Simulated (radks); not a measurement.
The hafnium ion Hf⁺ in the configuration [Xe] 4f14 5d1 6s2. Theory: scalar-relativistic Kohn-Sham, Wu-Cohen GGA, spin-unpolarised, spherical densities, point nucleus (computed with the in-house radial solver radks).

```
Z 72
configuration [Xe] 4f14 5d1 6s2
relativity scalar-relativistic
functional wc,pbe
spin unpolarised
nucleus point
c 137.035999084
```

Launched within a batch that task.json describes:
```bash
python run_ks.py task.json out
```

Wanted: the number of electrons inside radius r (solid) and the radial density 4πr²ρ (dashed).

The count levels off at 71 electrons. Half of them lie within 0.398 bohr, 90 % within 1.31 bohr and 99 % within 3.51 bohr. The radial density has minima at 0.0247, 0.106 and 0.310 bohr, where the count stands at 1.9, 11.1 and 29.9; these part the shells that the density resolves.

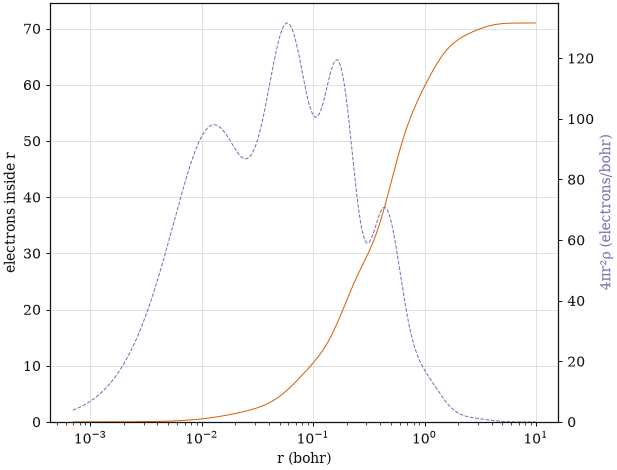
